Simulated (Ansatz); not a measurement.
# Phonons of InRh (Pm-3m) against volume

Does InRh (Pm-3m) expand much on heating, by its phonons?

Method: DFT PBEsol, scalar-relativistic, plane waves, PAW; PAW set soft_1, in Ansatz 0.2.0.

## Step 1: The starting structure

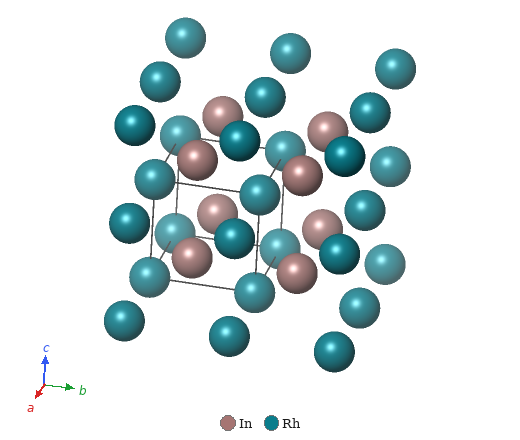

The starting structure, seen from a free direction (indium brown, rhodium blue). 2×2×2 cells are drawn. Some periodic images of atoms are drawn too.

## Step 2: Phonons on a q mesh

The cell comes from relaxations at this level that are not shown. Stability and thermal properties need the whole zone. Linear response on a 4×4×4 q mesh gives force constants as far as a supercell of that size would.

File input.yaml:

```yaml
crystal:
  lattice:
    - [3.1889689132, 0.0, 0.0]
    - [0.0, 3.1889689132, 0.0]
    - [0.0, 0.0, 3.1889689132]
  atoms:
    - { symbol: In, position: [0.5, 0.5, 0.5] }
    - { symbol: Rh, position: [0.0, 0.0, 0.0] }
kpoints:
  mp_grid: { grid: [16, 16, 16] }
hamiltonian:
  xc: pbesol
  pseudopotentials: { kind: paw, azcp: { folder: soft_1 }, xc_functional: pbe }
scf:
  occupations: { method: methfessel_paxton, width: 0.2 }
output:
  eigenvalues: true
phonons:
  method: dfpt
  qmesh: [4, 4, 4]
  temperatures: { t_max: 1000, t_step: 50 }
  qpath:
    path:
      - [[0.0, 0.0, 0.0], [0.0, 0.5, 0.0], [0.5, 0.5, 0.0], [0.0, 0.0, 0.0], [0.5, 0.5, 0.5], [0.0, 0.5, 0.0]]
      - [[0.5, 0.5, 0.5], [0.5, 0.5, 0.0]]
    npoints: 10
```

Command:

```console
> ansatz run input.yaml --threads 4 --pin off --max-ram 10240MiB --backend cpu --events-out ev --progress --plain --runs-dir out
```

Numbers of over 12 decimals in the logs are rounded to 6 here.

What it wrote:

```text
Engine: ansatz 0.2.0, aarch64-unknown-linux-gnu
Pseudopotentials: kind: paw
Pseudopotential: In, paw, valence charge 13, recommended cutoff 420 eV (normal), soft_1/In.paw.azcp
Pseudopotential: Rh, paw, valence charge 17, recommended cutoff 420 eV (normal), soft_1/Rh.paw.azcp
Functional definition: PBEsol
  exchange = pbesol_x
  correlation = pbesol_c
Crystal: 2 atoms, lattice volume = 32.430 Å³
Basis set: ecut = 420 eV, 619 PW (Γ), exchange–correlation on 48×48×48 points (8 copies of the dense FFT grid, shifted against one another)
Bands: 19, of which v1, the nominal top of the filled ones, is band 15 counted from 1 (14 counted from 0)
Symmetry: 48 space group operations
k-points: 165 of 4096
Non-local potential: In, projectors of the file, l = 0: 2, l = 1: 2, l = 2: 2, l = 3: 1
Non-local potential: Rh, projectors of the file, l = 0: 3, l = 1: 2, l = 2: 2, l = 3: 1
PAW form: soft (Blöchl's): semilocal exchange-correlation on the pseudo side does not see the compensation charge
PAW frozen core: In, regenerated for the run's functional, and the local potential with it (the file was generated under x = pbe(κ = 0.804, μ = 0.219515), c = pbe(β = 0.066725))
PAW frozen core: Rh, regenerated for the run's functional, and the local potential with it (the file was generated under x = pbe(κ = 0.804, μ = 0.219515), c = pbe(β = 0.066725))
PAW one-centre angular grid: In, 590 points (default); XC on 64 Gauss nodes
PAW one-centre angular grid: Rh, 590 points (default); XC on 64 Gauss nodes
Initial density: superposition of atomic densities (chi_scale 0.1, normalization cell, long waves kept (reshape's long-wave potential 0.00 eV rms))
Initial wavefunctions: pseudopotential atomic-orbital guess
Functional: x = pbesol(κ = 0.804, μ = 0.123457), c = pbesol(β = 0.046)
SCF iter   1: F=—  HF=-11866.078331 eV  |F-HF|=—  |Δ(HF+E_count)|=         —  Δρ=1.12e-1  dr2=4.91e0  ethr=3.10e-3  ⟨swp⟩=4.9  Hψ=12825  notcnv=0
preconditioner: auto → none  [metal: Δε(μ)=0.040 eV  Ē_g=13.748 eV  σ=0.200 eV  W_gap=0.17  n_scr=6 (ndim 8)  ℏωp=30.6 eV  f_vac=0.000  D(μ)=1.07/eV (n_scr^D=6)  sad-step TF]
SCF iter   2: F=—  HF=-11865.484659 eV  |F-HF|=—  |Δ(HF+E_count)|=   5.94e-1  S|Δr|=    0.00e0  Δρ=6.62e-2  dr2=1.89e0  ethr=3.10e-3  ⟨swp⟩=2.2  Hψ=5548  notcnv=0
SCF iter   3: F=—  HF=-11865.126424 eV  |F-HF|=—  |Δ(HF+E_count)|=   3.58e-1  S|Δr|=    0.00e0  Δρ=6.26e-3  dr2=8.52e-3  ethr=3.10e-3  ⟨swp⟩=2.0  Hψ=4614  notcnv=0
SCF iter   4: F=—  HF=-11865.126416 eV  |F-HF|=—  |Δ(HF+E_count)|=   8.17e-6  S|Δr|=    0.00e0  Δρ=2.39e-3  dr2=1.58e-3  ethr=2.84e-5  ⟨swp⟩=2.0  Hψ=5482  notcnv=0
SCF iter   5: F=—  HF=-11865.125531 eV  |F-HF|=—  |Δ(HF+E_count)|=   8.85e-4  S|Δr|=    0.00e0  Δρ=3.99e-4  dr2=5.36e-5  ethr=5.26e-6  ⟨swp⟩=2.0  Hψ=4587  notcnv=0
SCF iter   6: F=—  HF=-11865.125527 eV  |F-HF|=—  |Δ(HF+E_count)|=   4.24e-6  S|Δr|=    0.00e0  Δρ=4.10e-5  dr2=2.30e-7  ethr=1.79e-7  ⟨swp⟩=2.5  Hψ=4807  notcnv=0
SCF iter   7: F=—  HF=-11865.125523 eV  |F-HF|=—  |Δ(HF+E_count)|=   3.11e-6  S|Δr|=    0.00e0  Δρ=6.59e-6  dr2=1.00e-8  ethr=7.68e-10  ⟨swp⟩=2.0  Hψ=5473  notcnv=0
SCF iter   8: F=—  HF=-11865.125523 eV  |F-HF|=—  |Δ(HF+E_count)|=   1.65e-9  S|Δr|=    0.00e0  Δρ=6.16e-7  dr2=9.15e-11  ethr=3.35e-11  ⟨swp⟩=2.0  Hψ=3919  notcnv=0
SCF iter   9: F=-11865.125523 eV  HF=-11865.125523 eV  |F-HF|=5.46e-12  |Δ(HF+E_count)|=  2.36e-11  S|Δr|=    0.00e0  Δρ=3.14e-8  dr2=1.53e-13  ethr=1.00e-12  ⟨swp⟩=5.2  Hψ=12764  notcnv=0
the search or the solves at the SCF's close seem to have found levels that the self-consistency loop had missed (the run counts 1). By its estimate they hold under 1e-12 electrons; where the run keeps them, the occupations were computed again with them
SCF 1 converged in 9 iterations: F = -11865.125523 eV  dr2 = 1.53e-13
  greatest PAW one-centre occupation: 0.999 electrons in one spin orbital (limit 2), on the Rh atom at site 1 (counted from 0), in its partial waves of l = 0
Initial density: read from a saved state, or passed on in memory by an earlier SCF of this step, an earlier step, the calling program or the single point that the run made first
iter 1 solved again at ethr=2.77e-8 eV; its pass at ethr=3.10e-3 eV (dr2=8.31e-6 eV) is discarded
SCF iter   1: F=—  HF=-11865.125525 eV  |F-HF|=—  |Δ(HF+E_count)|=         —  Δρ=3.02e-7  dr2=1.97e-11  ethr=2.77e-8  ⟨swp⟩=3.0  Hψ=21373  notcnv=0
eigensolver tolerance schedule: the retry pair's looser diagonalisation over-reported the residual by 420577.07 of it (diagonalisation noise at an unbounded share of the residual, at the tolerance the schedule requests for it); recorded, not acted on — ethr = c·dr2/N_el stays at c = 1.0e-1
preconditioner: auto → none  [metal: Δε(μ)=0.006 eV  Ē_g=13.705 eV  σ=0.200 eV  W_gap=0.02  n_scr=6 (ndim 8)  ℏωp=30.6 eV  f_vac=0.000  D(μ)=1.33/eV (n_scr^D=6)]
SCF iter   2: F=—  HF=-11865.125523 eV  |F-HF|=—  |Δ(HF+E_count)|=   1.60e-6  S|Δr|=    0.00e0  Δρ=2.56e-7  dr2=1.59e-11  ethr=1.00e-12  ⟨swp⟩=3.2  Hψ=7093  notcnv=0
SCF iter   3: F=-11865.125523 eV  HF=-11865.125523 eV  |F-HF|=3.64e-12  |Δ(HF+E_count)|=  3.64e-12  S|Δr|=    0.00e0  Δρ=1.32e-7  dr2=3.87e-12  ethr=1.00e-12  ⟨swp⟩=2.2  Hψ=8492  notcnv=0
SCF 2 converged in 3 iterations: F = -11865.125523 eV  dr2 = 3.87e-12
phonons: the bands overlap, so this run is a metal and interpolates without the dipole-dipole term. If the crystal is really an insulator or semiconductor, its LO-TO splitting is missing
NSCF: frozen V_eff on 165 k-points
WARN: eigensolver did not converge in 6 slots of this pass, the one above among them; of largest residual over every band (k=110): 1 band(s) unlocked (lowest unlocked band 18, counted from 0; max residual 2.91e-3 eV among the unlocked bands, 2.91e-3 eV over every band); of lowest unlocked band (k=46): band 18
NSCF: frozen V_eff on 405 k-points
DFPT response loops at q = (0, 0, 0) (fractional): preconditioner auto → Kerker (q_TF=auto, 2.693 Å⁻¹) (partly filled bands, converged f_vac=0.000); β = 1.00, the filter's whole step (`scf.mixing.beta` (0.50) is not read by the response loops under this deck's `scf.mixing.preconditioner`; to damp them name `kerker` or `kerker_dos`, under which they read `scf.mixing.beta`, and type it under 1.00, their step now; both keys bind the ground state too); Broyden in place of MSR1
NSCF: frozen V_eff on 2592 k-points
DFPT response loops at q = (0, 0, 0.25) (fractional): mixed as the last ones told, above
NSCF: frozen V_eff on 1458 k-points
DFPT response loops at q = (0, 0, -0.5) (fractional): mixed as the last ones told, above
NSCF: frozen V_eff on 4608 k-points
DFPT response loops at q = (0, 0.25, 0.25) (fractional): mixed as the last ones told, above
NSCF: frozen V_eff on 2592 k-points
DFPT response loops at q = (0, 0.25, -0.5) (fractional): mixed as the last ones told, above
NSCF: frozen V_eff on 1458 k-points
DFPT response loops at q = (0, -0.5, -0.5) (fractional): mixed as the last ones told, above
NSCF: frozen V_eff on 4352 k-points
DFPT response loops at q = (0.25, 0.25, 0.25) (fractional): mixed as the last ones told, above
NSCF: frozen V_eff on 4608 k-points
DFPT response loops at q = (0.25, 0.25, -0.5) (fractional): mixed as the last ones told, above
NSCF: frozen V_eff on 2592 k-points
DFPT response loops at q = (0.25, -0.5, -0.5) (fractional): mixed as the last ones told, above
NSCF: frozen V_eff on 810 k-points
DFPT response loops at q = (-0.5, -0.5, -0.5) (fractional): mixed as the last ones told, above
SCF converged after 9 iterations
Stability not checked: this state was not tested for a lower state beside it, because cold or Methfessel-Paxton smearing, or corrected tetrahedra, fill the levels in a way that the test cannot read (fill_not_monotonic; see scf.lower_state_search)
Free energy (F): -11865.125523 eV
Harris-Foulkes:  -11865.125523 eV  (|F-HF|=5.46e-12)
Internal energy: -11865.122677 eV  (E = F + TS)
E sigma→0 (E₀):  -11865.124812 eV
Entropy (-TS):   -0.002847 eV (-1.423 meV/atom)
Fermi energy:    18.284241 eV
--- Per-component energies (eV) ---
  E_band       = -70.941046
  E_kinetic    = 760.856619
  E_local      = -2450.671456  (includes V_loc(G=0)·N_el)
  E_nonlocal   = 631.892518
  E_hartree    = 950.181663
  E_xc         = -343.121852
  E_vxc        = -343.523651  (∫ρ·V_xc dr)
  E_paw        = -7680.631300  (= ΣΔE_a)
  E_vpaw       = -569.858589  (= ΣTr[D̂ρ^β])
  E_aug_tail   = 0.000170  (compensation charges beyond the density's cutoff)
  E_ewald      = -3734.141143
  E_core_change = 0.512104  (= ΣΔE_core)
  E_smearing   = -0.002847  (= −TS)
  E_closure    = -0.000000  (closes the sum)
  Σ components = -11865.125523   (vs F -11865.125523, Δ=0.00e0)
--- Band table (eV; the first three rows and the last of 165) ---
  k-point 0: bands = [... 11 lower, 14.8393, 17.0354, 17.0354, 17.0354, 22.8411, 22.8411, 22.8411, 29.3223]
  k-point 1: bands = [... 11 lower, 14.8497, 16.9596, 16.9596, 17.0308, 22.4274, 22.9993, 22.9993, 29.5125]
  k-point 2: bands = [... 11 lower, 14.8661, 16.7589, 16.7589, 17.0178, 21.4704, 23.4473, 23.4473, 29.5927]
  k-point 164: bands = [... 11 lower, 13.4257, 17.8028, 17.8028, 18.5595, 22.5584, 22.5584, 22.5584, 23.9854]
--- Phonons (Γ-DFPT): 2 representative perturbations + reference (Σ response iterations 6) ---
  ASR residual: 7.806e-5 → 0.000e0 eV/Å²; symmetrization residual: 1.554e-5 eV/Å²
  ASR residual per site (eV/Å²): 2.02e-5 7.81e-5
  Γ frequencies (cm⁻¹): 0.00 0.00 0.00 178.17 178.17 178.17
--- Phonons (arbitrary-q DFPT): 10 irreducible q on the 4×4×4 mesh ---
  q = [0.0000, 0.0000, 0.0000] (star 1, of the zone-centre solve; hermiticity 4.91e-6, symmetrization 5.28e-12): -0.00 -0.00 -0.00 178.17 178.17 178.17
  q = [0.0000, 0.0000, 0.2500] (star 6, 4 solved perturbations in 4032 linear systems a pass and spin channel, the states on 1296 of 4096 k-point pairs; hermiticity 4.02e-6, symmetrization 2.88e-13): 69.08 69.08 108.17 161.98 161.98 188.32
  q = [0.0000, 0.0000, -0.5000] (star 3, 4 solved perturbations in 2268 linear systems a pass and spin channel, the states on 729 of 4096 k-point pairs; hermiticity 6.36e-14, symmetrization 4.50e-13): 115.76 115.76 127.38 127.38 168.57 187.44
  q = [0.0000, 0.2500, 0.2500] (star 12, 4 solved perturbations in 7056 linear systems a pass and spin channel, the states on 2304 of 4096 k-point pairs; hermiticity 2.99e-6, symmetrization 1.82e-13): 65.61 88.37 138.55 150.47 161.29 192.96
  q = [0.0000, 0.2500, -0.5000] (star 12, 6 solved perturbations on 1296 of 4096 k-point pairs; hermiticity 3.95e-6, symmetrization 1.30e-14): 94.50 106.53 119.95 123.45 192.70 195.16
  q = [0.0000, -0.5000, -0.5000] (star 3, 4 solved perturbations in 2268 linear systems a pass and spin channel, the states on 729 of 4096 k-point pairs; hermiticity 4.53e-6, symmetrization 2.57e-13): 86.56 86.56 119.34 125.27 210.28 210.28
  q = [0.2500, 0.2500, 0.2500] (star 8, 2 solved perturbations on 2176 of 4096 k-point pairs; hermiticity 1.42e-6, symmetrization 6.74e-13): 92.42 92.42 127.74 170.86 177.43 177.43
  q = [0.2500, 0.2500, -0.5000] (star 12, 4 solved perturbations in 7056 linear systems a pass and spin channel, the states on 2304 of 4096 k-point pairs; hermiticity 2.13e-6, symmetrization 4.18e-13): 101.93 102.16 118.76 149.42 187.45 192.99
  q = [0.2500, -0.5000, -0.5000] (star 6, 4 solved perturbations in 4032 linear systems a pass and spin channel, the states on 1296 of 4096 k-point pairs; hermiticity 2.15e-6, symmetrization 2.37e-13): 108.51 108.51 118.40 147.03 193.33 193.33
  q = [-0.5000, -0.5000, -0.5000] (star 1, 2 solved perturbations on 405 of 4096 k-point pairs; hermiticity 4.01e-14, symmetrization 2.62e-12): 126.50 126.50 126.50 169.02 169.02 169.02
  sum rule: each row above includes the acoustic sum rule's correction from the zone centre's row sums; it moved no ω² by more than (0.45 cm⁻¹)²
  mesh force constants: q→R imaginary residual 2.94e-18; ASR residual 7.806e-5 → 0.000e0 eV/Å²; symmetrization residual 5.329e-15 eV/Å²
  interpolated dispersion: 62 rows × 6 modes
  density of states and harmonic sums: on the 20×20×20 q-mesh, interpolated from the force constants of a 4×4×4 supercell (no non-analytic term)
  largest difference from the sums on the solved wave vectors: F 1.30e-2 eV, S 1.70e-5 and C_V 4.01e-6 eV/K
  zero-point energy: 0.051136 eV/cell   skipped modes (ω ≤ 0): 3   left out of the sums: 6.25e-5 of the cell's modes: C_V's classical limit lies that fraction below 3 k_B per atom; for a crystal, a wire or a layer, F and S can be off by more, and a phonons.interpolated_qmesh denser along its periods is the remedy for the sampling
```

Wall time 9.7 min (4 threads of Arm Neoverse V1, shared host); peak memory 3.5 GiB.

The column dr2 measures how far the density is from self-consistency, as an energy; F and HF (Harris–Foulkes) agree once it is small.

Numbers from this step:

```yaml
volume_per_atom: 16.22 Å³
gap_on_the_k_mesh: 0 eV
sum_rule_residual_before_enforcement: 7.81e-5 eV/Å²
lowest_frequency_on_the_path: 0 cm⁻¹
point_group: m-3m
highest_frequency_on_the_path_or_at_a_solved_wavevector: 210.3 cm⁻¹
mean_frequency: 137.5 cm⁻¹
debye_temperature_second_moment: 267 K
logarithmic_mean_frequency: 130.5 cm⁻¹
highest_optical_mode_at_the_zone_centre_no_lo_to_term: 178.2 cm⁻¹
lowest_optical_zone_centre_mode: 178.2 cm⁻¹
lowest_mode_on_the_q_mesh_acoustic_modes_at_gamma_apart: 65.61 cm⁻¹
zero_point_energy_per_atom: 25.57 meV
heat_capacity_at_300_k: 23.98 J/(mol atoms K)
vibrational_entropy_at_300_k: 37.13 J/(mol atoms K)
```

Frequencies (cm⁻¹) solved at each irreducible wavevector; negative means imaginary. Frequencies by wavevector, by row:

```tsv
q in reciprocal lattice units	star	mode 1	mode 2	mode 3	mode 4	mode 5	mode 6
0 0 0	1	0	0	0	178.2	178.2	178.2
0 0 0.25	6	69.1	69.1	108.2	162	162	188.3
0 0 -0.5	3	115.8	115.8	127.4	127.4	168.6	187.4
0 0.25 0.25	12	65.6	88.4	138.6	150.5	161.3	193
0 0.25 -0.5	12	94.5	106.5	120	123.5	192.7	195.2
0 -0.5 -0.5	3	86.6	86.6	119.3	125.3	210.3	210.3
0.25 0.25 0.25	8	92.4	92.4	127.7	170.9	177.4	177.4
0.25 0.25 -0.5	12	101.9	102.2	118.8	149.4	187.4	193
0.25 -0.5 -0.5	6	108.5	108.5	118.4	147	193.3	193.3
-0.5 -0.5 -0.5	1	126.5	126.5	126.5	169	169	169
```

Symmetry leaves 10 wavevectors to solve. The lowest mode among them, the acoustic zeros apart, lies at q = (0, 0.25, 0.25) and is real, 65.6 cm⁻¹.

## Step 3: Relaxing at another volume, volume ratio 0.97

The volume is scaled by 0.97 and held; symmetry leaves nothing to relax, so this is a single point. The modes can then be followed against volume.

input.yaml, the sections that differ from step 2:

```yaml
crystal:
  lattice:
    - [3.1567549035, 0.0, 0.0]
    - [0.0, 3.1567549035, 0.0]
    - [0.0, 0.0, 3.1567549035]
  atoms:
    - { symbol: In, position: [0.5, 0.5, 0.5] }
    - { symbol: Rh, position: [0.0, 0.0, 0.0] }
output:
  forces: true
  stress: true
  eigenvalues: true
# kpoints, hamiltonian, scf: as in step 2
# phonons: removed
```

What it wrote:

```text
[...]
Crystal: 2 atoms, lattice volume = 31.457 Å³
Basis set: ecut = 420 eV, 619 PW (Γ), exchange–correlation on 48×48×48 points (8 copies of the dense FFT grid, shifted against one another)
Bands: 19, of which v1, the nominal top of the filled ones, is band 15 counted from 1 (14 counted from 0)
Symmetry: 48 space group operations
[...]
k-points: 165 of 4096
[...]
--- Band table (eV; the first three rows and the last of 165) ---
  k-point 0: bands = [... 11 lower, 15.4091, 17.7070, 17.7070, 17.7070, 23.6267, 23.6267, 23.6267, 30.4974]
  k-point 1: bands = [... 11 lower, 15.4204, 17.6265, 17.6265, 17.7018, 23.2148, 23.7919, 23.7919, 30.6574]
  k-point 2: bands = [... 11 lower, 15.4393, 17.4139, 17.4139, 17.6869, 22.2545, 24.2586, 24.2586, 30.6760]
  k-point 164: bands = [... 11 lower, 13.9369, 18.5067, 18.5067, 19.4128, 23.3528, 23.3528, 23.3528, 24.8708]
[key lines of the parts left out:]
SCF converged after 7 iterations
Free energy (F): -11865.108608 eV
Fermi energy:    19.009267 eV
P = ⅓ Tr σ = 5.7415 GPa (57.415 kbar)
```

Wall time 1.8 s (4 threads); peak memory 0.38 GiB.

Numbers from this step:

```yaml
pressure: 5.741 GPa
volume_per_atom: 15.73 Å³
```

The run ends at a pressure of 5.74 GPa.

## Step 4: Phonons at the other volume, volume ratio 0.97

The phonons are repeated at this volume on the same k and q meshes.

input.yaml: that of step 3 with these lines changed.

```diff
@@ -16,4 +16,11 @@
 output:
-  forces: true
-  stress: true
   eigenvalues: true
+phonons:
+  method: dfpt
+  qmesh: [4, 4, 4]
+  temperatures: { t_max: 1000, t_step: 50 }
+  qpath:
+    path:
+      - [[0.0, 0.0, 0.0], [0.0, 0.5, 0.0], [0.5, 0.5, 0.0], [0.0, 0.0, 0.0], [0.5, 0.5, 0.5], [0.0, 0.5, 0.0]]
+      - [[0.5, 0.5, 0.5], [0.5, 0.5, 0.0]]
+    npoints: 10
```

What it wrote:

```text
[...]
Crystal: 2 atoms, lattice volume = 31.457 Å³
Basis set: ecut = 420 eV, 619 PW (Γ), exchange–correlation on 48×48×48 points (8 copies of the dense FFT grid, shifted against one another)
Bands: 19, of which v1, the nominal top of the filled ones, is band 15 counted from 1 (14 counted from 0)
Symmetry: 48 space group operations
k-points: 165 of 4096
[...]
SCF iter   1: F=—  HF=-11866.030240 eV  |F-HF|=—  |Δ(HF+E_count)|=         —  Δρ=1.12e-1  dr2=4.62e0  ethr=3.10e-3  ⟨swp⟩=4.9  Hψ=12787  notcnv=0
[...]
SCF iter   9: F=-11865.108608 eV  HF=-11865.108608 eV  |F-HF|=3.64e-12  |Δ(HF+E_count)|=  9.09e-12  S|Δr|=    0.00e0  Δρ=3.96e-8  dr2=3.13e-13  ethr=1.00e-12  ⟨swp⟩=5.1  Hψ=12788  notcnv=0
SCF 1 converged in 9 iterations: F = -11865.108608 eV  dr2 = 3.13e-13
[...]
SCF iter   4: F=-11865.108608 eV  HF=-11865.108608 eV  |F-HF|=0.00e0  |Δ(HF+E_count)|=  7.28e-12  S|Δr|=    0.00e0  Δρ=1.08e-7  dr2=2.36e-12  ethr=1.00e-12  ⟨swp⟩=2.6  Hψ=6886  notcnv=0
SCF 2 converged in 4 iterations: F = -11865.108608 eV  dr2 = 2.36e-12
[...]
NSCF: frozen V_eff on 165 k-points
[...]
SCF converged after 9 iterations
[...]
Free energy (F): -11865.108608 eV
[...]
Internal energy: -11865.105863 eV  (E = F + TS)
E sigma→0 (E₀):  -11865.107922 eV
Entropy (-TS):   -0.002746 eV (-1.373 meV/atom)
Fermi energy:    19.009206 eV
[...]
--- Band table (eV; the first three rows and the last of 165) ---
  k-point 0: bands = [... 11 lower, 15.4090, 17.7070, 17.7070, 17.7070, 23.6267, 23.6267, 23.6267, 30.4974]
  k-point 1: bands = [... 11 lower, 15.4204, 17.6265, 17.6265, 17.7017, 23.2148, 23.7919, 23.7919, 30.6574]
  k-point 2: bands = [... 11 lower, 15.4392, 17.4138, 17.4138, 17.6868, 22.2545, 24.2586, 24.2586, 30.6760]
  k-point 164: bands = [... 11 lower, 13.9368, 18.5066, 18.5066, 19.4128, 23.3528, 23.3528, 23.3528, 24.8708]
[...]
ASR residual: 8.978e-5 → 0.000e0 eV/Å²; symmetrization residual: 1.820e-5 eV/Å²
  ASR residual per site (eV/Å²): 1.33e-5 8.98e-5
  Γ frequencies (cm⁻¹): 0.00 0.00 0.00 192.29 192.29 192.29
--- Phonons (arbitrary-q DFPT): 10 irreducible q on the 4×4×4 mesh ---
[...]
interpolated dispersion: 62 rows × 6 modes
[...]
```

Run time: 9.7 min. Hardware: 4 threads; peak memory 3.5 GiB.

This step gave:

```yaml
sum_rule_residual_before_enforcement: 8.98e-5 eV/Å²
highest_frequency_on_the_path_or_at_a_solved_wavevector: 226.8 cm⁻¹
mean_frequency: 147.8 cm⁻¹
debye_temperature_second_moment: 287 K
logarithmic_mean_frequency: 140.1 cm⁻¹
highest_optical_mode_at_the_zone_centre_no_lo_to_term: 192.3 cm⁻¹
lowest_optical_zone_centre_mode: 192.3 cm⁻¹
lowest_mode_on_the_q_mesh_acoustic_modes_at_gamma_apart: 68.15 cm⁻¹
zero_point_energy_per_atom: 27.49 meV
heat_capacity_at_300_k: 23.84 J/(mol atoms K)
vibrational_entropy_at_300_k: 35.43 J/(mol atoms K)
```

Frequencies (cm⁻¹) solved at each irreducible wavevector; negative means imaginary. Frequencies by wavevector, by row:

```tsv
q in reciprocal lattice units	star	mode 1	mode 2	mode 3	mode 4	mode 5	mode 6
0 0 0	1	0	0	0	192.3	192.3	192.3
0 0 0.25	6	74.3	74.3	115.5	175.1	175.1	201.6
0 0 -0.5	3	127.2	127.2	136.5	136.5	180.7	197.9
0 0.25 0.25	12	68.2	95.4	150.2	162.8	171.3	208.4
0 0.25 -0.5	12	101.3	111.9	131	132.6	207.9	209.4
0 -0.5 -0.5	3	89.8	89.8	128.6	136.1	226.8	226.8
0.25 0.25 0.25	8	98.7	98.7	135.2	184.2	191.7	191.7
0.25 0.25 -0.5	12	107.5	108.1	132.1	159	202.9	207.4
0.25 -0.5 -0.5	6	115.8	115.8	131.7	156.7	208.5	208.5
-0.5 -0.5 -0.5	1	141	141	141	179.2	179.2	179.2
```

The highest optical mode at the zone centre (no LO-TO term) is 192.3 cm⁻¹, +14.1 cm⁻¹ against the base run.

(Continued in part 2 of 2.)

[Logs are printed without paths, hosts, clocks, repeated set-up lines and the standing remarks that a program may print on its own settings, such as how far it seeks lower states.]

[Hosts, paths, dates, database ids (printed as entryN), source tags and the programs' standing remarks are cut or masked in the printed files.]
